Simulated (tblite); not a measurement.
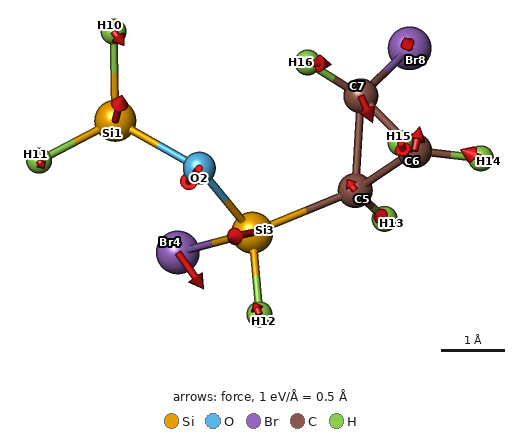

Starting geometry of C3H8Br2OSi2 with the computed forces as red arrows. The picture is a ball-and-stick view, seen face on.

Method: tblite 0.8.0, GFN2-xTB geometry optimisation, gas phase. 

What follows when this structure is relaxed?

Answer. It isn't relaxed: the largest force vector, on the O atom, is 2.95 eV/Å. The final displacements follow the starting forces only in part (cosine between the two patterns 0.61). After 52 geometry steps the energy has fallen by 28.6 kcal/mol. A Br atom moves most after the best rigid fit: 0.97 Å. By element the largest moves are Br 0.97 Å, O 0.74 Å, H 0.74 Å, Si 0.23 Å, C 0.11 Å. Some distances before and after: Br–Si 3.171 → 4.130 Å, Si–Si 2.851 → 3.190 Å, O–Si 1.705 → 1.604 Å, O–Si 1.735 → 1.638 Å. Bond angles that change, for instance: Si–O–Si 111.9° → 159.6°, C–C–Br 111.8° → 119.5°, H–Si–H 106.0° → 113.4°. Groups turn about C–Si by about 25°, O–Si by about 20°. The run took 1 s on 1 thread of Arm Neoverse N1, with other jobs on the host.
